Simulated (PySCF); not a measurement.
The calculation's input:

```
{"job": {"kind": "nmr", "xc": "PBE0", "basis": "pcSseg-1"}, "charge": 0, "multiplicity": 1}
C     -2.466960    -1.308483    -0.481671
Si    -1.126504     0.022010    -0.376498
C     -1.371273     0.966349     1.289079
O     -0.542230     1.093270     2.157293
O      0.247527    -0.808937    -0.508507
C      1.596974    -0.512836    -0.467505
C      2.203268     0.174060     0.714945
C      2.104060     0.888338    -0.602606
H     -2.375733    -2.042306     0.313881
H     -3.453042    -0.861545    -0.412507
H     -2.410613    -1.839238    -1.425968
H     -1.275541     1.063479    -1.405373
H     -2.373895     1.423387     1.448397
H      2.154793    -1.310607    -0.946499
H      1.534710     0.485089     1.502100
H      3.172115    -0.155938     1.056331
H      3.001696     1.054474    -1.178114
H      1.371888     1.675751    -0.688435
```

Command:

```sh
OMP_NUM_THREADS=1 python probes_run.py task.json out
```

Geometry: GFN2-xTB.

All numbers below come from PBE0/pcSseg-1, SCF density, gas phase, non-relativistic in PySCF 2.14.0.

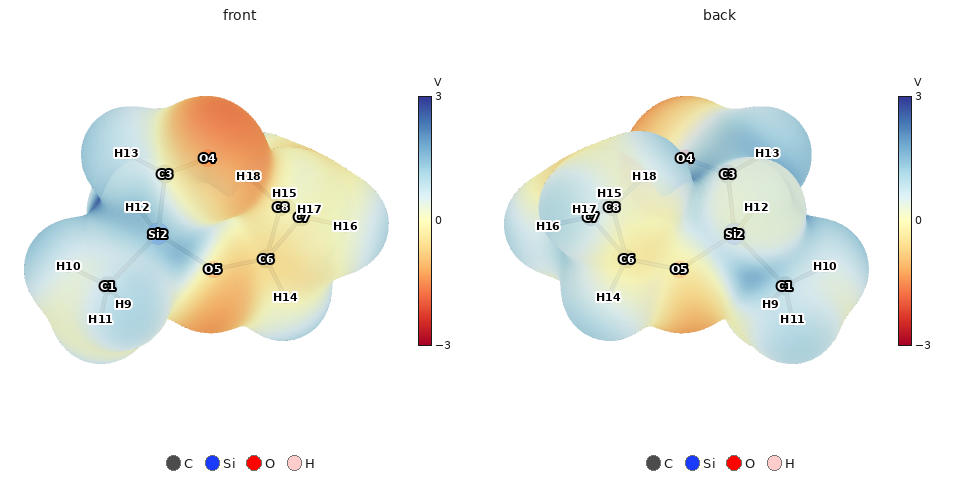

C$_{5}$H$_{10}$O$_{2}$Si. The molecular electrostatic potential painted on the density surface at 0.004 e/bohr³, seen from the front and from behind; red is negative and blue positive.

Q: Which sites attract a positive test charge, and which a negative one?

A: A positive charge is drawn to the negative regions and a negative charge to the positive ones. The most negative region (about −1.7 V) lies over O4, the most positive (about +2.3 V) over Si2. O4 is the likeliest acceptor of a hydrogen bond.

Q: What dipole moment does the calculation give?

A: Its dipole moment is 1.87 D.
